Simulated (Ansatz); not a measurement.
Reaction (SMILES): F[SiH] (F-SiH) (closed-shell singlet) → F atom + H atom + Si atom
B3LYP-D3(BJ)/def2-TZVP geometries, fixed; electronic energies without zero-point terms.
Largest species:
```
Si
F 1 1.6199
H 1 1.5380 2 96.45
```

Basis-set convergence of the atomisation energy at wB97M-V with Ansatz (a first-principles code). Cartesian d functions, on some or all atoms, in 6-31G*, 6-31+G*; all else is spherical. The program fits the integrals of some runs and decomposes those of others, by size. Open shells are unrestricted. The functional holds VV10 correlation; no added dispersion term, no relativity. Functions are those of the species that has most. Reference: the value in pcseg-4, 221.71 kcal/mol, itself unsure by roughly 0.13 kcal/mol (its mean distance from aug-pcseg-3, aug-cc-pV(Q+d)Z, cc-pV(5+d)Z). Deviations are taken from unrounded values.

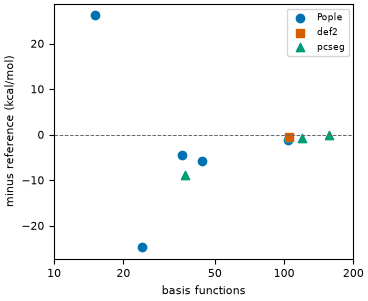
Figure. Deviation from the reference against the number of basis functions, by family of sets.

```csv
basis,functions,atomisation energy (kcal/mol),minus reference (kcal/mol)
STO-3G,15,247.87,26.16
3-21G,24,196.97,-24.74
6-31G*,36,217.27,-4.45
pcseg-1,37,212.72,-8.99
6-31+G*,44,215.94,-5.77
"6-311++G(3df,3pd)",104,220.52,-1.19
def2-TZVPPD,105,221.12,-0.59
aug-pcseg-2,119,220.92,-0.79
pcseg-3,157,221.64,-0.07
```
